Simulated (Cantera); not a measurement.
A closed system holds: 1 mol CuO, 0.52 mol CO, 5.8 mol H2, held at 0.100 bar.

Cantera equilibrium calculation (NASA polynomials, part measured and part estimated; ideal gas, pure solids and liquids). Candidate condensed phases: C, C6H6, C7H8, C8H18, Cu, CuO, Cu(OH)2, Cu2O, H2O; 113 gas species. Equilibrium is a limit: real reactors are often held back by kinetics, nucleation or transport.

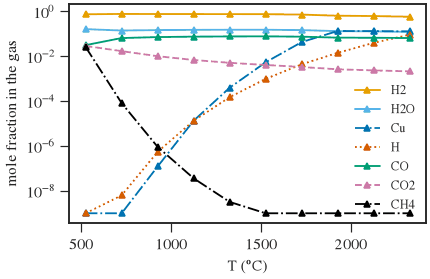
Equilibrium gas composition (values under 1e-9 drawn at 1e-9)

From 527 °C to 927 °C the condensed part is Cu(s). From 1127 °C to 1727 °C the condensed part is Cu(l). From 1927 °C to 2327 °C nothing is condensed.
